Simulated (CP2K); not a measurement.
# C3H8FNO (SMILES CN(CO)CF) at PM6

What is the energy change on altering one bond length of C3H8FNO at PM6? 

The calculation is run with CP2K 2026.2.

5 further runs of the same task are left out: 2 that didn't finish, 3 set aside as unsound or not needed.

**1. The structure to begin with**

C3H8FNO has 14 atoms, charge 0, and is taken as a singlet. SMILES: `CN(CO)CF`. The shape comes from a force field and isn't a relaxed structure. This is one conformer, not always the lowest.

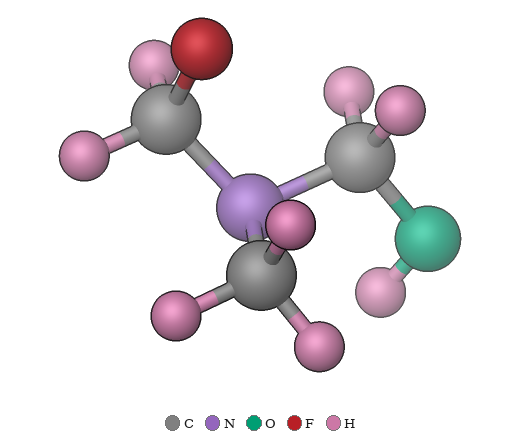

Viewed from a chosen angle; carbon grey, nitrogen purple, oxygen teal, fluorine red, hydrogen pink.

**2. Energy and forces at PM6**

The input, calc.inp:

```
&GLOBAL
   PROJECT_NAME calc
   RUN_TYPE ENERGY_FORCE
   PRINT_LEVEL MEDIUM
&END GLOBAL
&FORCE_EVAL
   METHOD QS
   &DFT
      &QS
         METHOD PM6
         EPS_DEFAULT 1.0E-10
         &SE
            &COULOMB
               CUTOFF [angstrom] 50
               RC_RANGE [angstrom] 0
            &END COULOMB
            &EXCHANGE
               CUTOFF [angstrom] 50
               RC_RANGE [angstrom] 0
            &END EXCHANGE
         &END SE
      &END QS
      &POISSON
         PERIODIC NONE
         POISSON_SOLVER ANALYTIC
      &END POISSON
      &SCF
         SCF_GUESS ATOMIC
         EPS_SCF 1.0E-06
         MAX_SCF 80
         ADDED_MOS 4
         &DIAGONALIZATION
            ALGORITHM STANDARD
         &END DIAGONALIZATION
         &MIXING
            METHOD DIRECT_P_MIXING
            ALPHA 0.4
         &END MIXING
      &END SCF
      &PRINT
         &MOMENTS
            PERIODIC F
            REFERENCE COM
            MAX_MOMENT 1
         &END MOMENTS
         &MO ON
            ENERGIES T
            OCCUPATION_NUMBERS T
            NDIGITS 6
            &EACH
               QS_SCF 0
            &END EACH
            ADD_LAST NUMERIC
         &END MO
         &HIRSHFELD OFF
         &END HIRSHFELD
      &END PRINT
   &END DFT
   &SUBSYS
      &CELL
         ABC 13.5 13.9 13
         PERIODIC NONE
      &END CELL
      &COORD
         C     -0.821100     0.664200    -0.804900
         N      0.292400    -0.038700    -0.333900
         C     -0.154800    -1.129500     0.511300
         O     -0.658600    -2.116300    -0.273300
         C      1.163100     0.854200     0.409400
         F      0.495300     1.342500     1.513800
         H     -1.487900     0.072700    -1.426200
         H     -0.514600     1.553300    -1.469300
         H     -1.470100     1.140300     0.040800
         H      0.744000    -1.602700     1.029100
         H     -0.830300    -0.826000     1.334400
         H     -0.242400    -2.049200    -1.100200
         H      1.431900     1.745200    -0.190800
         H      2.040200     0.360700     0.788600
      &END COORD
      &TOPOLOGY
         &CENTER_COORDINATES
         &END CENTER_COORDINATES
      &END TOPOLOGY
   &END SUBSYS
   &PRINT
      &FORCES ON
      &END FORCES
   &END PRINT
&END FORCE_EVAL
```

Started as:

```
OMP_NUM_THREADS=1 cp2k.psmp -i calc.inp > calc.out 2>&1
```

What it wrote:

```text
CP2K| version string:                                       CP2K version 2026.2
[...]
 GLOBAL| Method name                                                        CP2K
[...]
 GLOBAL| Run type                                                   ENERGY_FORCE
[...]
                             - Atoms:                                         14
[...]
                             - Spherical basis functions:                     32
[...]
 Number of electrons:                                                         38
[...]
     1 P_Mix/Diag. 0.40E+00    0.0     0.66747775       -42.7592140015 -4.28E+01
[...]
    17 DIIS/Diag.  0.36E-06    0.0     0.00000039       -52.1069480934 -1.26E-11
  *** SCF run converged in    17 steps ***
  Core-core repulsion energy [eV]:                           3708.98650206205548
  Core Hamiltonian energy [eV]:                             -2336.11017760939649
  Two-electron integral energy [eV]:                        -5581.55698123104503
  Electronic energy [eV]:                                   -5126.88866822491855
  Total energy [eV]:                                        -1417.90216616286375
  Atomic reference energy [eV]:                              1414.42498883435519
  Heat of formation [kcal/mol]:                               -80.18562045715370
[...]
 SE_DIPOLE| Moment [Debye]         -0.97608794      -1.53165341       0.68896477
 SE_DIPOLE| Derivative [a.u.]       0.00000000       0.00000000       0.00000000
 ENERGY| Total FORCE_EVAL ( QS ) energy [hartree]            -52.106948093389946
 FORCES| Atomic forces [hartree/bohr]
 FORCES|   Atom     x               y               z               |f|
 FORCES|      1 -6.76649215E-02  7.66005727E-02 -2.69163768E-02   1.05691441E-01
 FORCES|      2  4.88372525E-02 -9.78971008E-03 -4.80717103E-04   4.98111107E-02
 FORCES|      3  3.46527933E-02 -8.44955227E-03  7.05429993E-02   7.90476171E-02
 FORCES|      4 -3.78420234E-02 -3.32581719E-02 -9.19248601E-03   5.12115859E-02
 FORCES|      5  1.14148547E-02  2.13994632E-02  4.13031310E-03   2.46027523E-02
 FORCES|      6  9.77215366E-04  7.14677863E-03  1.03993647E-02   1.26561519E-02
 FORCES|      7 -5.45082248E-03 -6.79585770E-03 -3.65436938E-03   9.44719870E-03
 FORCES|      8 -5.35068142E-03 -1.46979757E-02  9.78557357E-03   1.84504128E-02
 FORCES|      9  8.08849028E-03 -9.29430265E-03 -2.07991717E-02   2.41746413E-02
 FORCES|     10 -1.20494531E-03  4.43304734E-03  1.28004334E-03   4.76889011E-03
 FORCES|     11 -1.25478220E-02 -8.10779986E-03 -2.80770982E-03   1.52009042E-02
 FORCES|     12  6.52314650E-03 -1.32380058E-02 -3.41651167E-02   3.72162792E-02
 FORCES|     13  3.59984156E-03  2.73412343E-03 -2.72250370E-03   5.27696093E-03
[...]
```

Run time: 0.28 s. Hardware: 1 thread of Arm Neoverse V1, shared host.

**3. The distorted shape**

The input, molecule.inp:

```
&FORCE_EVAL
  METHOD QUICKSTEP
  &DFT
    CHARGE 0
    MULTIPLICITY 1
    &QS
      METHOD PM6
      EPS_DEFAULT 1.0E-10
      &SE
        &COULOMB
          CUTOFF [angstrom] 50
          RC_RANGE [angstrom] 0
        &END COULOMB
        &EXCHANGE
          CUTOFF [angstrom] 50
          RC_RANGE [angstrom] 0
        &END EXCHANGE
      &END SE
    &END QS
    &POISSON
      PERIODIC NONE
      POISSON_SOLVER ANALYTIC
    &END POISSON
    &SCF
      SCF_GUESS ATOMIC
      EPS_SCF 1.0E-06
      MAX_SCF 80
      ADDED_MOS 4
      &DIAGONALIZATION
        ALGORITHM STANDARD
      &END DIAGONALIZATION
      &MIXING
        METHOD DIRECT_P_MIXING
        ALPHA 0.4
      &END MIXING
    &END SCF
    &PRINT
      &MOMENTS
        PERIODIC F
        REFERENCE COM
        MAX_MOMENT 1
      &END MOMENTS
      &MO ON
        ENERGIES T
        OCCUPATION_NUMBERS T
        NDIGITS 6
        &EACH
          QS_SCF 0
        &END EACH
        ADD_LAST NUMERIC
      &END MO
      &HIRSHFELD OFF
      &END HIRSHFELD
    &END PRINT
  &END DFT
  # structure
  &SUBSYS
    &CELL
      ABC [angstrom] 13.5 14.2 13.1
      PERIODIC NONE
    &END CELL
    &COORD
      C     -0.664577     1.045988    -1.100726
      N      0.448923     0.343088    -0.629726
      C     -0.154800    -1.129500     0.511300
      O     -0.658600    -2.116300    -0.273300
      C      1.319623     1.235988     0.113574
      F      0.651823     1.724288     1.217974
      H     -1.331377     0.454488    -1.722026
      H     -0.358077     1.935088    -1.765126
      H     -1.313577     1.522088    -0.255026
      H      0.744000    -1.602700     1.029100
      H     -0.830300    -0.826000     1.334400
      H     -0.242400    -2.049200    -1.100200
      H      1.588423     2.126988    -0.486626
      H      2.196723     0.742488     0.492774
    &END COORD
    &TOPOLOGY
      &CENTER_COORDINATES
      &END CENTER_COORDINATES
    &END TOPOLOGY
  &END SUBSYS
  # extra output
  &PRINT
    &FORCES ON
    &END FORCES
  &END PRINT
&END FORCE_EVAL
&GLOBAL
  PROJECT molecule
  RUN_TYPE ENERGY_FORCE
  PRINT_LEVEL MEDIUM
&END GLOBAL
```

Started as:

```
OMP_NUM_THREADS=1 cp2k.psmp molecule.inp > molecule.out
```

What it wrote:

```text
CP2K| version string:                                       CP2K version 2026.2
[...]
 GLOBAL| Method name                                                        CP2K
[...]
 GLOBAL| Run type                                                   ENERGY_FORCE
[...]
                             - Atoms:                                         14
[...]
                             - Spherical basis functions:                     32
[...]
 Number of electrons:                                                         38
[...]
     1 P_Mix/Diag. 0.40E+00    0.0     0.69792404       -42.9597361307 -4.30E+01
[...]
    18 DIIS/Diag.  0.52E-07    0.0     0.00000012       -52.0487403851 -6.27E-12
  *** SCF run converged in    18 steps ***
  Core-core repulsion energy [eV]:                           3528.23468429090599
  Core Hamiltonian energy [eV]:                             -2329.74629068312424
  Two-electron integral energy [eV]:                        -5229.61329495596328
  Electronic energy [eV]:                                   -4944.55293816110679
  Total energy [eV]:                                        -1416.31825387019990
  Atomic reference energy [eV]:                              1414.42498883435519
  Heat of formation [kcal/mol]:                               -43.65973237671040
[...]
 SE_DIPOLE| Moment [Debye]         -0.49920052      -0.56677472       0.35659116
 SE_DIPOLE| Derivative [a.u.]       0.00000000       0.00000000       0.00000000
 ENERGY| Total FORCE_EVAL ( QS ) energy [hartree]            -52.048740385136867
 FORCES| Atomic forces [hartree/bohr]
 FORCES|   Atom     x               y               z               |f|
 FORCES|      1 -5.92901739E-02  5.39480777E-02 -8.20933838E-03   8.05798551E-02
 FORCES|      2  1.25045109E-02 -1.03653822E-01  6.14971513E-02   1.21170860E-01
 FORCES|      3  5.01185481E-02  5.27152007E-02  9.49350001E-03   7.33545349E-02
 FORCES|      4 -2.25935529E-02  6.09240074E-03 -1.27295992E-03   2.34351533E-02
 FORCES|      5 -3.36978181E-03  2.01561671E-03  5.10950886E-03   6.44400659E-03
 FORCES|      6 -4.74050654E-04  5.22943174E-03  1.12200391E-02   1.23879360E-02
 FORCES|      7 -3.78638266E-03 -7.33265203E-03 -2.60404118E-03   8.65364143E-03
 FORCES|      8 -4.75379409E-03 -1.41980649E-02  9.77423876E-03   1.78806976E-02
 FORCES|      9  8.66267830E-03 -9.57726706E-03 -2.09101255E-02   2.45763990E-02
 FORCES|     10 -3.23506646E-04  2.31184241E-02 -1.38825708E-02   2.69683511E-02
 FORCES|     11 -2.66180436E-03  8.46349831E-03 -1.97656364E-02   2.16655576E-02
 FORCES|     12  8.18373946E-03 -1.01199116E-02 -3.21377819E-02   3.46730908E-02
 FORCES|     13  3.76385881E-03  2.82578137E-03 -2.65552943E-03   5.40402721E-03
[...]
```

Wall time 0.3 s (1 thread of Arm Neoverse V1, shared host).

**4. Results**

Level: PM6.

| quantity | value |
| --- | --- |
| first shape: total energy | -52.10695 Eh |
| first shape: dipole moment | 1.94 D |
| first shape: HOMO energy | -9.86 eV |
| first shape: LUMO energy | 2.11 eV |
| first shape: HOMO–LUMO gap | 11.98 eV |
| first shape: heat of formation at this unrelaxed shape | -80.2 kcal/mol |
| first shape: largest force on an atom | 5.435 eV/Å |
| distorted shape: total energy | -52.04874 Eh |
| distorted shape: dipole moment | 0.84 D |
| distorted shape: HOMO energy | -9.33 eV |
| distorted shape: LUMO energy | 0.30 eV |
| distorted shape: HOMO–LUMO gap | 9.63 eV |
| distorted shape: heat of formation at this unrelaxed shape | -43.7 kcal/mol |
| distorted shape: largest force on an atom | 6.231 eV/Å |
| energy change with the N2–C3 bond stretched from 1.451 to 1.958 Å | 1.584 eV |

**Reading.** With the N2–C3 bond stretched from 1.451 to 1.958 Å the energy rises by 1.58 eV (37 kcal/mol). The first shape isn't relaxed at this level, so the change isn't measured from a minimum. The largest force (first shape) is 5.43 eV/Å: the shape isn't a stationary point for this species at this level.
